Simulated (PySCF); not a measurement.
Run report: C₅H₅FOSSi, excited-state calculation

- system: C₅H₅FOSSi, SMILES O=C(F)c1ccc([SiH3])s1
- method: TDDFT PBE0/def2-SVPD, vertical, gas phase, core orbitals frozen in the response (PySCF 2.14.0)

The geometry comes from this level: GFN2-xTB.

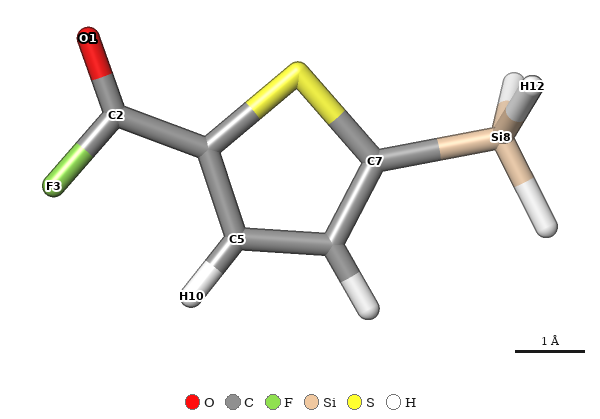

*The structure as given in the input (stick view, seen on its broad side; atoms are numbered from 1 in the order of the input).*

**The input**
```
{"job": {"kind": "uv", "xc": "PBE0", "basis": "def2-SVPD", "nstates": 8, "ntriplets": 3}, "charge": 0, "multiplicity": 1}
O     -3.227965     1.137735     1.465714
C     -2.856766     0.480279     0.550672
F     -3.790417    -0.116717    -0.265795
C     -1.523880     0.173634     0.111241
C     -1.120587    -0.595205    -0.959494
C      0.270619    -0.662617    -1.067607
C      0.939121     0.042578    -0.096262
Si     2.799716     0.226446     0.141868
S     -0.164563     0.810107     0.978957
H     -1.812070    -1.080079    -1.625477
H      0.782264    -1.213347    -1.836663
H      3.144422    -0.307499     1.458470
H      3.427936    -0.542899    -0.930644
H      3.131493     1.647113     0.047876
```

The first line tells a small driver script what to run in PySCF; the rest is the geometry in Å.

Run as:
```bash
OMP_NUM_THREADS=1 python <driver script> task.json out
```

**What the program printed**
```
coarse grid: 13952 points
cycle   1  E = -1054.8945467438  dE =  1.570e+00  |g| = 8.571e-01  |ddm| = 8.823e+00
cycle   2  E = -1054.4667121778  dE =  4.278e-01  |g| = 1.727e+00  |ddm| = 3.816e+00
cycle   3  E = -1055.0305996168  dE = -5.639e-01  |g| = 2.274e-01  |ddm| = 2.857e+00
cycle   4  E = -1055.0393919208  dE = -8.792e-03  |g| = 8.913e-02  |ddm| = 5.808e-01
cycle   5  E = -1055.0408227398  dE = -1.431e-03  |g| = 2.560e-02  |ddm| = 2.486e-01
cycle   6  E = -1055.0410046319  dE = -1.819e-04  |g| = 7.725e-03  |ddm| = 8.560e-02
cycle   7  E = -1055.0410186120  dE = -1.398e-05  |g| = 2.222e-03  |ddm| = 1.818e-02
cycle   8  E = -1055.0410196542  dE = -1.042e-06  |g| = 1.038e-03  |ddm| = 8.620e-03
final grid: 129384 points
cycle   9  E = -1055.1706899387  dE = -4.865e-06  |g| = 1.300e-02  |ddm| = 1.577e-01
cycle  10  E = -1055.1705828485  dE =  1.071e-04  |g| = 2.491e-02  |ddm| = 6.999e-02
cycle  11  E = -1055.1707276775  dE = -1.448e-04  |g| = 2.553e-03  |ddm| = 5.418e-02
cycle  12  E = -1055.1707289540  dE = -1.276e-06  |g| = 3.213e-04  |ddm| = 3.621e-03
cycle  13  E = -1055.1707289771  dE = -2.316e-08  |g| = 7.926e-05  |ddm| = 1.705e-03
cycle  14  E = -1055.1707289780  dE = -8.308e-10  |g| = 5.701e-05  |ddm| = 4.573e-04
cycle  15  E = -1055.1707289787  dE = -7.481e-10  |g| = 1.491e-05  |ddm| = 1.340e-04
```

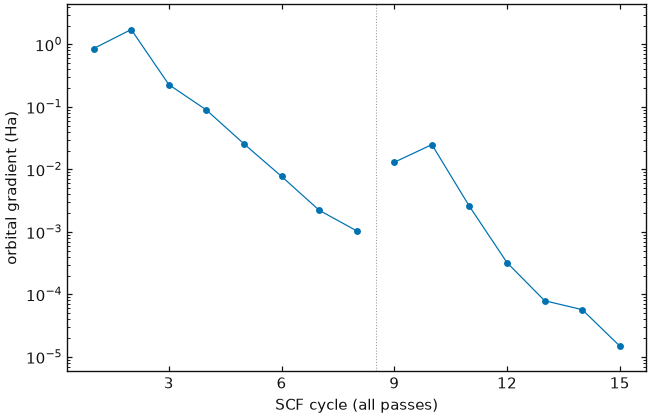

*Convergence of the self-consistent field: orbital gradient against the SCF cycle. The dotted line marks the change from a coarse to the final integration grid.*

The first 8 cycles use a coarse grid, the final grid takes over at cycle 9, and the field converges after 15 cycles in all.

```
converged SCF energy = -1055.1707289787

Static polarisability (au): isotropic 108.608, principal 68.322 107.547 149.955

Singlet excitations
state   eV       nm        f      main configurations
  1   4.7647    260.2   0.26793   H->L 0.74, H-1->L 0.22
  2   4.9463    250.7   0.13409   H-1->L 0.73, H->L 0.23
  3   5.0798    244.1   0.00003   H-2->L 0.95
  4   6.2908    197.1   0.00041   H->L+1 0.87
  5   6.3918    194.0   0.00005   H-3->L 0.71, H-1->L+1 0.18
  6   6.4567    192.0   0.00036   H-1->L+1 0.69, H-3->L 0.19
  7   6.6900    185.3   0.00386   H-6->L 0.84, H-4->L 0.13
  8   6.8091    182.1   0.00000   H->L+3 0.92

Triplet excitations (Tamm-Dancoff, eV): 3.1445 3.7068 4.6716
```

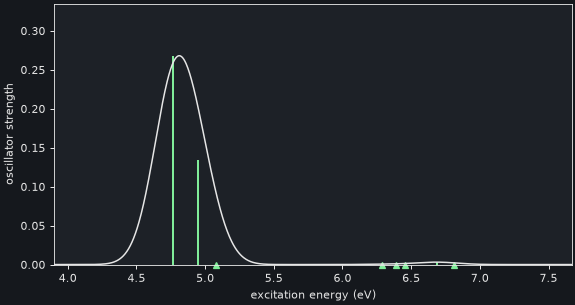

*Computed excitations as sticks (degenerate states added up, dark ones marked on the axis), with a Gaussian envelope of 0.35 eV full width at half maximum, scaled to the tallest.*

Of the 8 states the lowest lies at 4.76 eV (f = 0.268); the strongest line is at 4.76 eV, or 260 nm (f = 0.268).

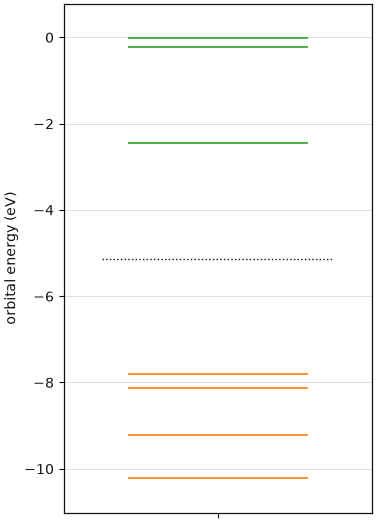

*Orbital energies near the frontier; the dotted line parts filled from empty levels, and levels within 0.02 eV of each other stand side by side.*

Highest filled −7.80 eV, lowest empty −2.45 eV, 5.35 eV apart.

**Key numbers**

| quantity | value |
| --- | --- |
| outcome | converged |
| total energy | −1055.170729 hartree |
| HOMO | −7.80 eV |
| LUMO | −2.45 eV |
| dipole moment | 4.64 D |
| mean polarisability | 108.61 a.u. |
| lowest singlet excitation | 4.76 eV |
| hardware | 1 CPU thread, shared host |
| wall time | 48 s |
| peak memory | 0.92 GiB |
